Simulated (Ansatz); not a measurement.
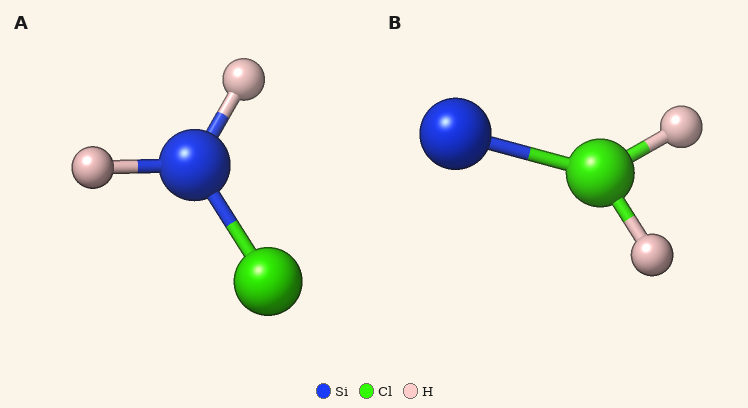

2 stationary structures of one formula. State: charge +1, singlet. Geometries: PBE0-D4/def2-TZVP. Electronic energies: RHF-CCSD(T) (frozen core)/def2-TZVPP (Ansatz 0.2.0), without zero-point energy. No frequency run is at hand to confirm each as a minimum.

Question: Which is lowest in energy, and by how much?

Answer: A is lowest (C2v); B lies 5.935 eV above it.

Give E(B) − E(A) in eV at these levels too: PBE0-D4/def2-TZVPP; r2SCAN-D4/def2-TZVPP; PBE0-D4/def2-TZVP; ωB97M-V/def2-TZVPP; RHF-CCSD(T) (frozen core)/def2-TZVPP; B3LYP-D4/def2-TZVPP; PBE-D4/def2-TZVPP.

```json
{"level": "PBE0-D4/def2-TZVPP", "E(B) − E(A) (eV)": "+5.695"}
{"level": "r2SCAN-D4/def2-TZVPP", "E(B) − E(A) (eV)": "+5.745"}
{"level": "PBE0-D4/def2-TZVP", "E(B) − E(A) (eV)": "+5.720"}
{"level": "ωB97M-V/def2-TZVPP", "E(B) − E(A) (eV)": "+5.882"}
{"level": "RHF-CCSD(T) (frozen core)/def2-TZVPP", "E(B) − E(A) (eV)": "+5.935"}
{"level": "B3LYP-D4/def2-TZVPP", "E(B) − E(A) (eV)": "+5.685"}
{"level": "PBE-D4/def2-TZVPP", "E(B) − E(A) (eV)": "+5.263"}
```
